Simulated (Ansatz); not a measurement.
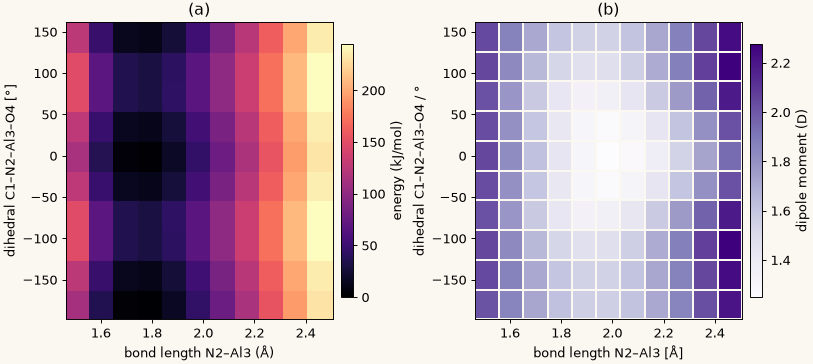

CH6AlNO2, SMILES C[NH][Al]([OH])[OH]. Coordinates scanned: (1) bond length N2–Al3; (2) dihedral C1–N2–Al3–O4. Nothing is relaxed (all other coordinates rigid). The scan uses an 11 × 10 grid. Points are written as (first, second). Energies are in kJ/mol, from the lowest grid point. All numbers below come from RKS SPW92 (LDA)/def2-TZVP (Ansatz 0.2.0).

Panel (a) is the energy and panel (b) the computed dipole moment on the same grid.

The picture shows one coloured cell a grid point.

Question: How does the dipole moment vary over the map, and what is it at the lowest grid point?

Answer: Leaving out the highest fifth of the energies, it runs from 1.25 D at (1.984 Å, 0°) to 2.05 D at (1.510 Å, 0°). At the lowest grid point, (1.795 Å, −180°), it is 1.61 D.

| dihedral C1–N2–Al3–O4 ↓, bond length N2–Al3 → | 1.510 | 1.605 | 1.700 | 1.795 | 1.889 | 1.984 | 2.079 | 2.174 | 2.269 | 2.364 | 2.458 |
| --- | --- | --- | --- | --- | --- | --- | --- | --- | --- | --- | --- |
| 144 | 2.04 | 1.87 | 1.71 | 1.60 | 1.54 | 1.54 | 1.60 | 1.72 | 1.87 | 2.05 | 2.24 |
| 108 | 2.05 | 1.83 | 1.65 | 1.52 | 1.46 | 1.48 | 1.56 | 1.70 | 1.88 | 2.07 | 2.28 |
| 72 | 2.02 | 1.78 | 1.58 | 1.43 | 1.34 | 1.35 | 1.43 | 1.58 | 1.76 | 1.97 | 2.19 |
| 36 | 2.03 | 1.81 | 1.60 | 1.42 | 1.31 | 1.27 | 1.31 | 1.43 | 1.60 | 1.80 | 2.02 |
| 0 | 2.05 | 1.83 | 1.62 | 1.44 | 1.31 | 1.25 | 1.27 | 1.38 | 1.54 | 1.73 | 1.94 |
| −36 | 2.03 | 1.81 | 1.60 | 1.42 | 1.31 | 1.27 | 1.31 | 1.43 | 1.60 | 1.80 | 2.02 |
| −72 | 2.02 | 1.78 | 1.58 | 1.42 | 1.34 | 1.35 | 1.43 | 1.58 | 1.76 | 1.97 | 2.18 |
| −108 | 2.05 | 1.83 | 1.65 | 1.52 | 1.46 | 1.48 | 1.56 | 1.70 | 1.88 | 2.07 | 2.27 |
| −144 | 2.04 | 1.87 | 1.71 | 1.60 | 1.54 | 1.54 | 1.60 | 1.72 | 1.87 | 2.05 | 2.24 |
| −180 | 2.01 | 1.86 | 1.72 | 1.61 | 1.56 | 1.55 | 1.61 | 1.71 | 1.86 | 2.03 | 2.21 |
